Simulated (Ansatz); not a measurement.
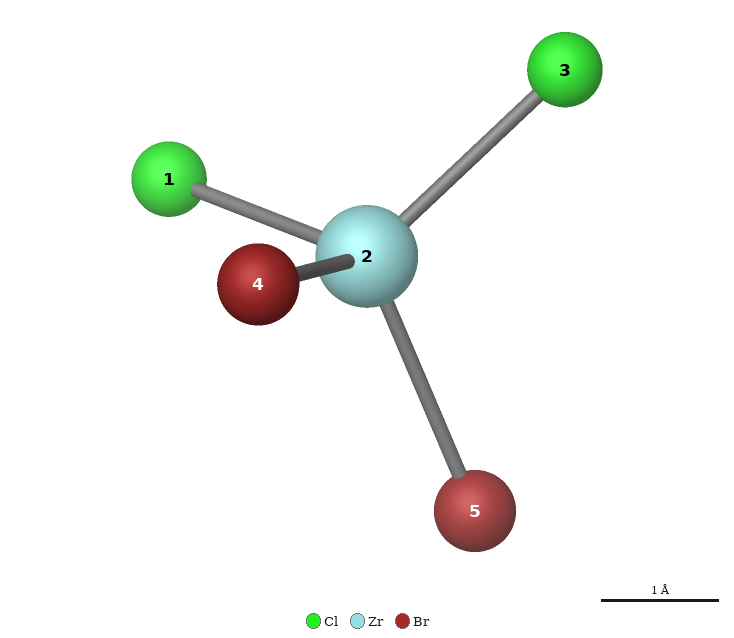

Orthographic view with a scale bar. Charge 0, singlet. Computed geometry: PBE-D4/def2-SVP optimisation. No frequency run is at hand to confirm it as a minimum.

Reconstruct the coordinates (Å) as seen: x to the right, y up, z towards the viewer, origin at the mean of the atomic positions.

```xyz
5
ZrBr2Cl2
Cl  -1.69   0.69  -1.48
Zr   0.00   0.03  -0.02
Cl   1.70   1.63  -0.01
Br  -0.93  -0.21   2.27
Br   0.93  -2.15  -0.76
```
